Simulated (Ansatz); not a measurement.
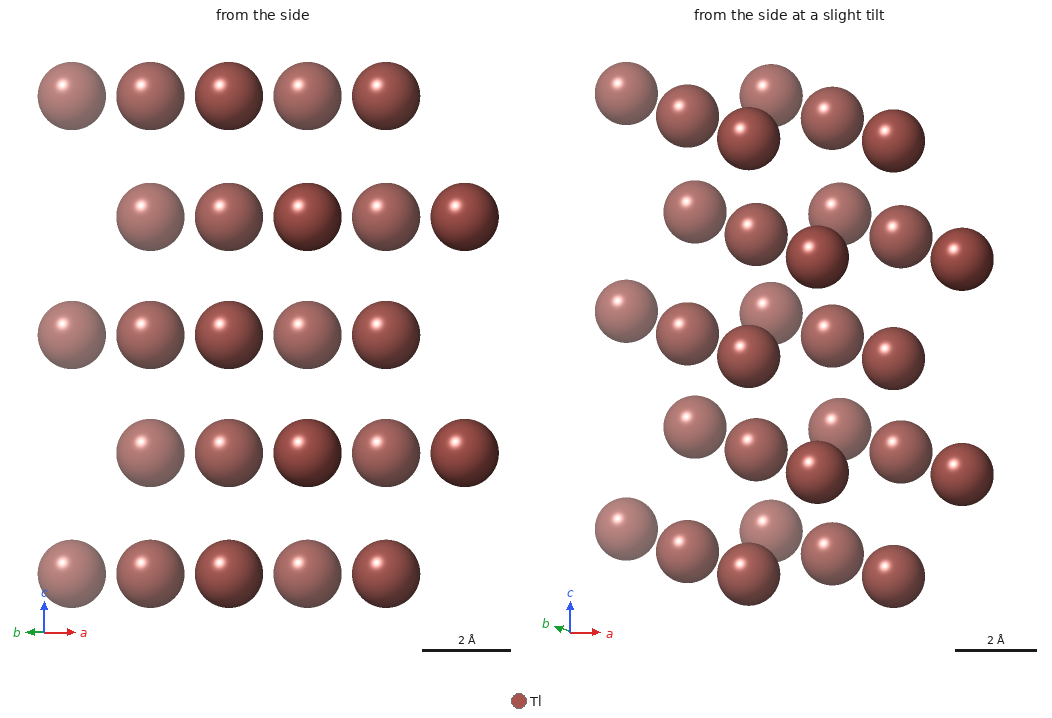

A spheres-only picture of a periodic slab, seen from the side and from the side at a slight tilt. The surface normal points up in side views; the vacuum is left out. 2×3 cells are drawn in the plane, with atoms at the edges repeated.

The cell holds 5 Tl. The slab was cut from bulk Tl (P6_3/mmc).

### What height do the atoms span?

About 11 Å from the lowest to the highest atom.

### State the number of planes and their content from above.

Five planes: Tl / Tl / Tl / Tl / Tl.

### Index the surface.

(0 0 1).

Calculation details: Ansatz, DFT PBE, scalar-relativistic, plane waves, PAW; a cutoff energy of 420 eV, 12×12×1 k-mesh, Gaussian smearing of 0.1 eV, no spin polarisation.

### Give the work function of each face.

3.47 eV on both faces.

The initial geometry was the standard structure of this element; a slab was cut from it. The atoms were relaxed in a fixed cell with DFT PBE, scalar-relativistic, plane waves, PAW in Ansatz.
